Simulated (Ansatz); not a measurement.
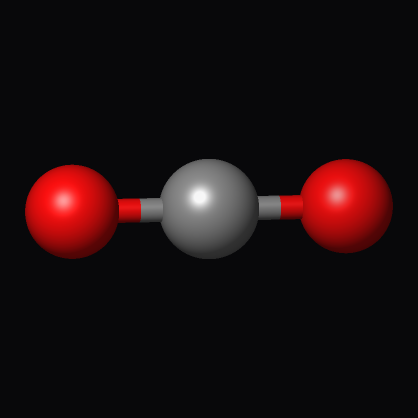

The picture shows a molecular structure as a ball-and-stick model. Every bond is drawn as one stick, whatever its order. Colours: oxygen red, carbon grey.

Description:

The molecule is CO₂. The point group is D∞h. All atoms lie on one line. Coordination: 1 C linear.

More results for the same structure follow; atom numbers are the same in all pictures, views and colours differ. The computed structure is the end point of a PBE0-D4/def2-TZVP optimisation.

**Vibrations**

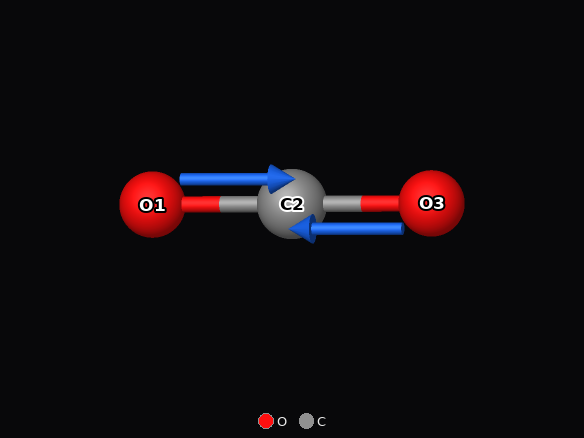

The arrows show one normal mode. Harmonic vibrations computed with RKS PBE0-D4/def2-TZVP (Ansatz 0.2.0) at a stationary point of the same level.

**Describe the motion.**

Mostly in-phase stretching of 2 C–O bonds.

**At what wavenumber does it lie?**

1394 cm⁻¹; it is mode 3 of 4 counted from the lowest.

**Charges**

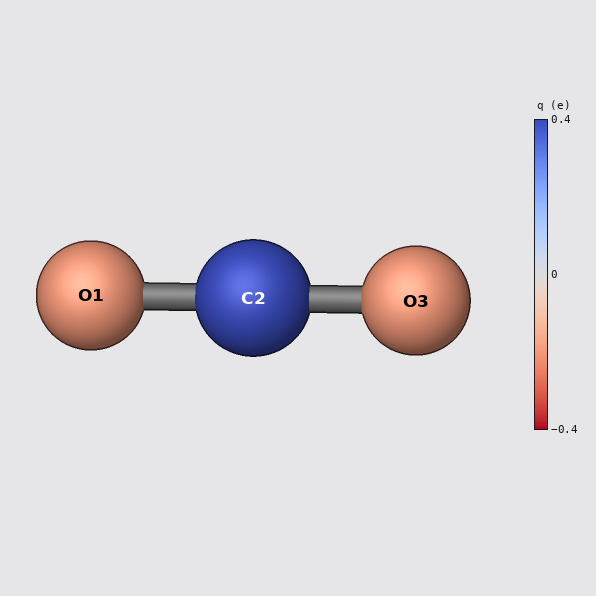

Atoms are coloured by their Mulliken charges. Level of theory: RKS PBE0-D4/def2-TZVP (Ansatz 0.2.0).

Give the Mulliken charges atom by atom.

| atom | value (e) |
| --- | --- |
| O1 | −0.20 |
| C2 | 0.39 |
| O3 | −0.20 |

**Electronic properties**

Method: RKS PBE0-D4/def2-TZVPP (Ansatz 0.2.0).

**Give the HOMO energy (Kohn–Sham orbital) at this level.**

−10.69 eV.

**Give the LUMO energy (Kohn–Sham orbital) at this level.**

0.81 eV.

Mulliken values depend strongly on the basis set and can even reverse the polarity of a bond.
